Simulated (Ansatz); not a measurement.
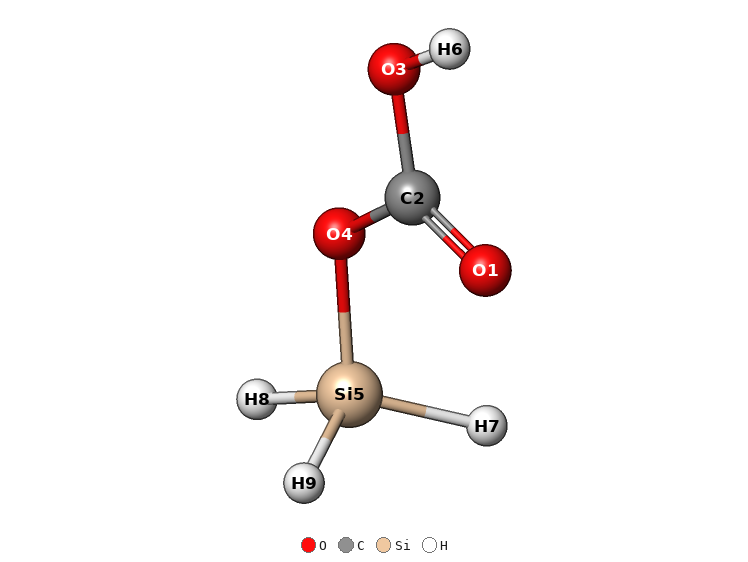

Sticks follow a distance rule. Harmonic vibrations computed with RKS PBE0-D4/def2-TZVP (Ansatz 0.2.0) at a stationary point of the same level.

Minimum or transition state?

A minimum: no imaginary frequency, and the lowest mode lies at 115 cm⁻¹.

How many vibrational modes are there, and where do they lie?

21 modes: 115, 147, 182, 468, 586, 622, 700, 724, 826, 834, 943, 948, 955, 1077, 1229, 1448, 1822, 2264, 2275, 2277, 3831 cm⁻¹.
